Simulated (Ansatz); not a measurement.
Method: PBE (plane waves to 420 eV, PAW; Ansatz, a first-principles code).

Host crystal: anatase TiO2, with a band gap (PBE, scalar-relativistic without spin-orbit coupling).

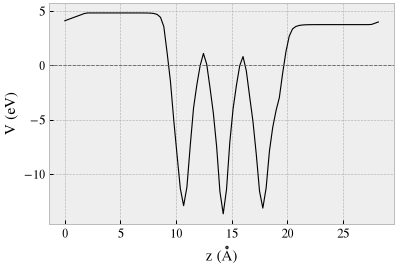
Fig. 1. Planar average of the electrostatic potential across the slab, in eV from the Fermi level, for Cu on the 1x1 (101) surface of anatase TiO2 (cut with top plane O), one in a 2x1 cell, started at the site 'hollow O-O-O over O at depth 4.4 Å'

Set-up: 37 atoms, 9.4 Å thick at the start under the adsorbate (thin: gaps and levels are the slab's own); mesh 3x4x1; 0.01 eV smearing; dipole correction on; 14 atoms held, the rest relaxed; no symmetry held; spin-polarised, ending with about 0.4 μB a cell, a value that depends on the mesh; orders that need a larger cell were not tried, no spin-orbit, no U, no dispersion correction. The slab shows no gap over 0.04 eV on its mesh. At the end it is bonded to 2 O + 4 Ti. In PBE it is, or lies within 0.03 eV of, the lowest of the starts that converged.

Problem. The surface cell has an area of 39.58 Å². What dipole along the normal does the step between the two vacuum levels imply?

Solution. the top vacuum level lies 1.08 eV below the bottom one; p = −ε₀ A ΔV (ε₀ = 0.005526 e/(V·Å)) gives 0.24 e·Å a cell.
